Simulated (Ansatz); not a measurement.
Pulling on the Sn1–F2 bond in F2H2Sn (SMILES [F][SnH2][F]) (multiplicity 1 held, fragments rigid). Energies count from the point at 1.923 Å.
Geometry at that point (charge 0, multiplicity 1):
| atom | x (Å) | y (Å) | z (Å) |
|---|---|---|---|
| Sn | -0.0384 | -0.2808 | 0.0128 |
| F | 1.5623 | 0.6839 | -0.4401 |
| F | -1.3168 | 1.1137 | 0.3579 |
| H | 0.2553 | -1.0588 | 1.4914 |
| H | -0.5477 | -1.0810 | -1.3936 |

Restricted levels (R-, RO-) in cc, def2 and unpolarised 6-31G sets keep to the state of the molecule at rest. Unrestricted levels (U-) break spin symmetry where that is lower. Levels need not reach the same state.

Frozen-core correlation. Filled d and f shells under p-block atoms count as core.

Programs: Ansatz (Gaussian orbitals).  In def2 rows elements past Kr take small-core potentials, without spin–orbit coupling.

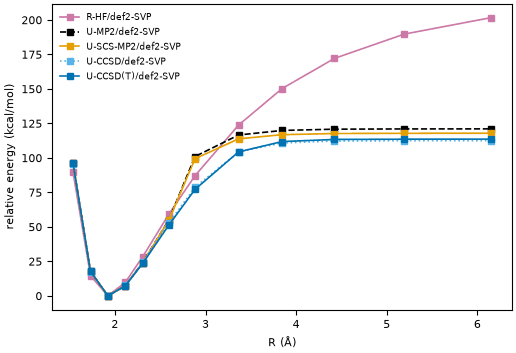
Figure. Relative energy along the coordinate

Doubts at one or more of the structures used: a restricted determinant that unrestricted orbitals would lower (R-HF/def2-SVP); a spin-contaminated determinant (U-MP2/def2-SVP, U-SCS-MP2/def2-SVP, U-CCSD/def2-SVP, U-CCSD(T)/def2-SVP); T1 above 0.05 (U-CCSD/def2-SVP, U-CCSD(T)/def2-SVP).

Ansatz is a quantum-chemistry and plane-wave program.
